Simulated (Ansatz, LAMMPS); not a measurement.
# Glassy 69CaO-31Al2O3 (mol %) (141 atoms) under strain: runs compared

How stiff is glassy 69CaO-31Al2O3 (mol %) (141 atoms), and how do its levels respond to strain?

Computed with Ansatz 0.2.0: Kohn-Sham DFT, PBEsol, PAW (set soft_2), plane waves.

## (1) The cell as built

The cell holds 141 atoms: 33 Ca, 30 Al and 78 O. Its edges and angles: a = 12.026 Å, b = 12.026 Å, c = 12.026 Å, α = 90.0°, β = 90.0°, γ = 90.0°. 141 atoms (33 Ca, 30 Al, 78 O) placed at random at 3.31 g/cm³, melted at 4000 K for 10 ps at fixed volume with the Morse and Coulomb pair potential with partial charges (Pedone, Malavasi, Menziani, Cormack and Segre, J. Phys. Chem. B 110, 11780 (2006)). Quenched from 4000 K to 300 K at 30 K/ps and fixed volume, held 10 ps at zero pressure, then minimised at fixed cell.

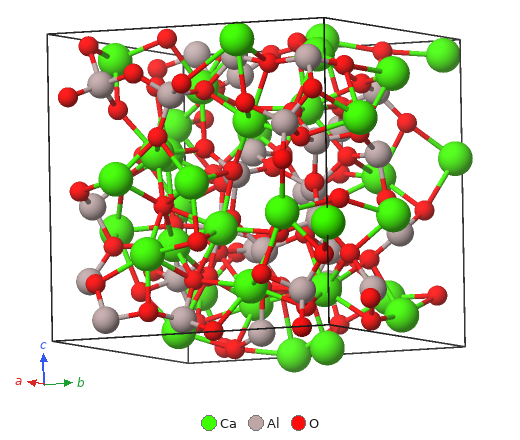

The cell as built. Some periodic images of atoms are drawn too.

Limits known from the start: The quench rate of 30 K/ps is many orders above laboratory rates, so the cell is likely richer in defects and strain than a real sample. The starting topology of bonds comes from the classical model, and needn't be the one that DFT or experiment would give. The Brillouin zone is sampled at Γ only.

## (2) The reference run

The reference is a single point at the end of the relaxation.

Every strained cell starts from the geometry of this run, and its atoms are relaxed with the cell held.

Its input, with most atom lines left out:

```yaml
crystal:
  lattice:
    - [12.26101, -0.16022, -0.0543]
    - [-0.16022, 11.91444, 0.1658]
    - [-0.0543, 0.1658, 11.99904]
  atoms:
    - { symbol: Ca, position: [0.71968, 0.27729, 0.62152] }
    - { symbol: Ca, position: [0.12001, 0.76239, 0.54422] }
    - { symbol: Ca, position: [0.18962, 0.05181, 0.76496] }
    - { symbol: Ca, position: [0.71373, 0.46068, 0.37882] }
    - { symbol: Ca, position: [0.97856, 0.97903, 0.6564] }
    - { symbol: Ca, position: [0.94497, 0.20915, 0.53389] }
    - { symbol: Ca, position: [0.85619, 0.25999, 0.29142] }
    [... atom lines 8 to 141 left out ...]
kpoints:
  mp_grid: { grid: [1, 1, 1] }
hamiltonian:
  xc: pbesol
scf:
  occupations: { method: fixed }
output:
  forces: true
  stress: true
  populations: true
  dos:
    method: { smearing: { sigma: 0.08 } }
    de: 0.1
    projected: { site_lists: { Al: [Al], Ca: [Ca], O: [O] } }
  eigenvalues: true
  write_density: true
  write_potential: true
  volumetric_format: npy
```

| Item | Value |
| --- | --- |
| free energy per atom | -843.2092 eV/atom |
| r.m.s. force component | 0.00207 eV/Å |
| pressure | 0.003076 GPa |

Filled and empty levels are parted by 3.37 eV (at Γ alone); a semilocal functional tends to put such gaps too low. In a disordered cell it changes from sample to sample, and tail or defect levels can set it.

## (3) The runs

Each row is one run, on 4 threads of Arm Neoverse V1, shared host. The free energy is the program's total, comparable only between runs with the same functional, potentials and atoms.

| run | atoms | outcome | ionic steps, all passes | free energy (eV) | time | host memory (GiB) |
| --- | --- | --- | --- | --- | --- | --- |
| Single point at the start | 141 | converged | - | -118886.608 | 28 s | 2.4 |
| Cell and atoms relaxed | 141 | converged | 28 | -118892.503 | 13 min | 2.6 |
| Single point at the relaxed geometry | 141 | converged | - | -118892.503 | 56 s | 2.8 |
| Volume -3 % | 141 | converged | 10 | -118892.063 | 6.3 min | 2.7 |
| Volume +3 % | 141 | converged | 6 | -118892.094 | 4.1 min | 2.9 |
| Volume -6 % | 141 | converged | 15 | -118891.204 | 9 min | 2.6 |
| Volume +6 % | 141 | converged | 7 | -118890.944 | 5 min | 3.0 |
| Volume -10 % | 141 | converged | 15 | -118887.756 | 8.1 min | 2.5 |
| Stretched by 1 % along x | 141 | converged | 6 | -118892.433 | 4.1 min | 2.8 |
| Compressed by 1 % along x | 141 | converged | 5 | -118892.429 | 3.3 min | 2.8 |

In some runs the program notes that the SCF threshold is loose for the stress.

## (4) Pressure against volume

Atoms are relaxed at each volume, in the scaled cell.

| volume change (%) | volume (Å³/atom) | energy change (meV/atom) | pressure (GPa) | largest move on relaxing (Å) | bonds | gap (eV) |
| --- | --- | --- | --- | --- | --- | --- |
| -10 | 11.184 | 33.67 | 10.63 | 0.95 | 352 | 3.63 |
| -6 | 11.681 | 9.21 | 5.36 | 0.98 | 344 | 3.50 |
| -3 | 12.054 | 3.12 | 2.76 | 0.18 | 334 | 3.46 |
| +0 | 12.427 | 0.00 | 0.00 | - | 329 | 3.37 |
| +3 | 12.800 | 2.91 | -2.45 | 0.08 | 328 | 3.28 |
| +6 | 13.172 | 11.06 | -4.48 | 0.20 | 318 | 3.18 |

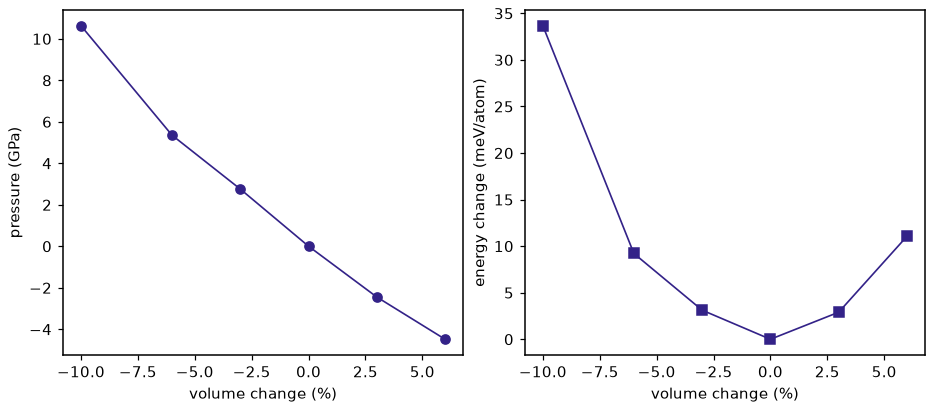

Pressure and energy against volume.

## (5) Uniaxial strain and shear

Stress (GPa, compression positive) less that of the relaxed cell, atoms relaxed:

| strain | xx | yy | zz | xy | energy change (meV/atom) |
| --- | --- | --- | --- | --- | --- |
| stretched by 1 % along x | -1.278 | -0.516 | -0.654 | 0.013 | 0.50 |
| compressed by 1 % along x | 1.277 | 0.527 | 0.683 | -0.042 | 0.52 |

## (6) What came out

The bulk modulus, from the slope of pressure against ln V over the three points nearest the relaxed volume, is 86.7 GPa; between neighbouring points the slope runs 121, 83, 90, 83 and 71 GPa from the smallest volume up, without a steady fall, so no pressure derivative is given. The count of bonds runs from 318 to 352 over the series, so at some points contacts cross the cutoffs. At -10 % and -6 % some atom moved by over 0.5 Å on relaxing, so those points may sit in another local minimum. The gap goes from 3.63 eV at the smallest volume to 3.18 eV at the largest, -2.7 eV per unit of ln V by a straight line, on the run's k-points. In the Cartesian axes of the cell, finite differences give C11 = 128, C12 = 52.2 and C13 = 66.8 GPa. The mean of C11, C12 and C13, which equals the bulk modulus in a cubic or isotropic solid, is 82.3 GPa: it agrees with the bulk modulus within 10 %.

**Limits.** Strains are finite and relaxations stop at the force tolerance of the input, which can leave moduli too stiff; they are those of a static cell at zero temperature. Volumes are changed with the cell's shape held, so in an anisotropic solid the modulus lies over the one under free hydrostatic load. The program notes that the SCF threshold of the relaxations is loose for the stress.

The DFT runs together took 55 min of wall time.

[Logs are printed without paths, hosts, clocks, repeated set-up lines and the standing remarks that a program may print on its own settings, such as how far it seeks lower states.]

[Hosts, paths, dates, database ids (printed as entryN), source tags and the programs' standing remarks are cut or masked in the printed files.]
